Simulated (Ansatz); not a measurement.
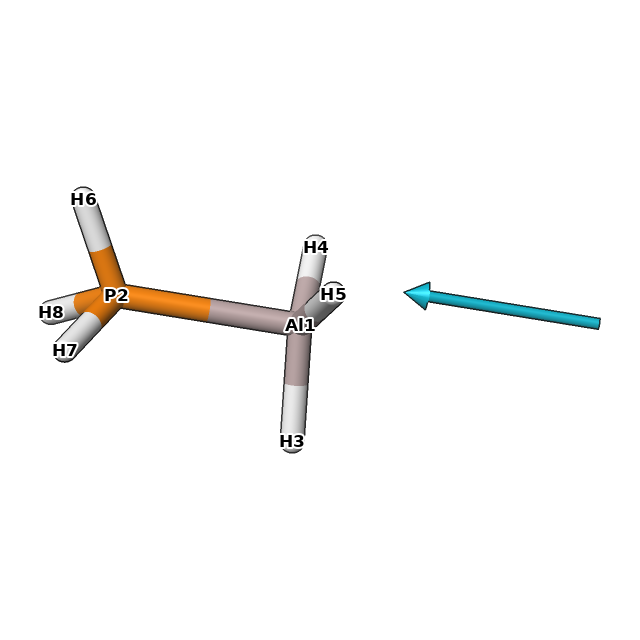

The arrow beside the molecule shows the direction of the dipole moment, from the negative to the positive end (its length means nothing). The computed structure is the end point of a PBE0-D4/def2-TZVP optimisation. No frequency run is at hand to confirm it as a minimum. Method: RKS PBE0-D4/def2-TZVP (Ansatz 0.2.0).

Q: Estimate the dipole moment.

A: 4.17 D; it points from the side of H3, H4, H5 to the side of H6, H7, H8 (the outermost atoms at the two ends).
